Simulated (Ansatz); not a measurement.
**Hf: Hf → Ti**

Take Hf in the hcp (Mg type) structure (space group P6_3/mmc, No. 194; a = 3.1979 Å, c = 5.0473 Å) as the base.

Perturbation: every Hf is replaced by Ti; the structure is relaxed again.

Calculations: Ansatz (a quantum-chemistry and plane-wave program), r2SCAN, PAW, cutoff 500 eV, scalar-relativistic without spin-orbit coupling. Γ-centred 18×18×10 mesh, Fermi–Dirac width 0.05 eV, for the changed cell.

The volume per atom decreases by 5.05 Å³ to 17.30 Å³ and the lattice parameter a decreases by 0.262 Å to 2.936 Å. The c/a ratio stays essentially unchanged (1.578 against 1.579) and the space group remains P6_3/mmc (No. 194). The shortest interatomic distance shrinks by 0.255 Å, from 3.127 Å to 2.872 Å and the band gap stays zero.

Final structure:

```
Ti
1.0
    2.93589     0.00000     0.00000
   -1.46795     2.54256     0.00000
    0.00000     0.00000     4.63642
Ti
2
Direct
  0.33333   0.66667   0.75000
  0.66667   0.33333   0.25000
```

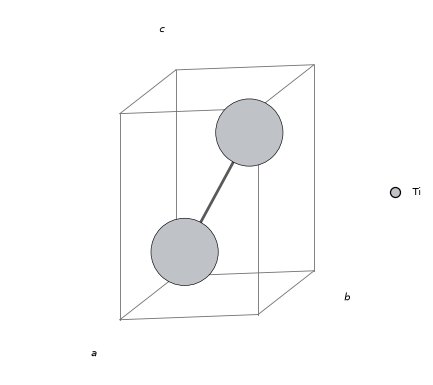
*The relaxed conventional cell after the change*

Cost of the whole job for the changed cell (relaxation, final SCF and bands): around 90 core-seconds (rough).

Stability against distortions was not tested. All final runs are without spin polarisation.
